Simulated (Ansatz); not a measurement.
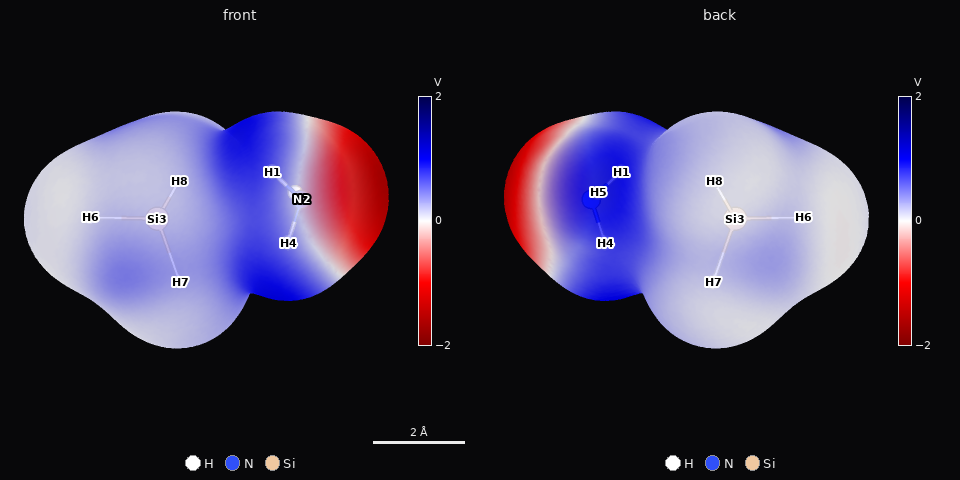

Figure. NH₃···H₃Si (doublet). The electrostatic potential painted on the density surface at 0.001 e/bohr³, seen from the front and from behind; red is negative and blue positive.

Computed with UKS r2SCAN/def2-SVP (Ansatz 0.2.0).

```xyz
8

H    -1.4601   -0.6315   -0.9274
N    -0.7201   -0.7462   -1.6207
Si    0.3000    0.6140    1.2405
H    -0.3329    0.1824   -1.7866
H     0.0148   -1.2963   -1.1764
H     0.2397    1.3423    2.5446
H     1.1957    1.3270    0.2809
H     0.7629   -0.7917    1.4451
```

Question: Describe the electrostatic potential map.

Answer: The most negative region (about −1.6 V, or −37 kcal/mol for a unit charge) lies over N2, the most positive (about +1.1 V, or +25 kcal/mol for a unit charge) over H1, H4 and H5. N2 is the likeliest acceptor of a hydrogen bond.
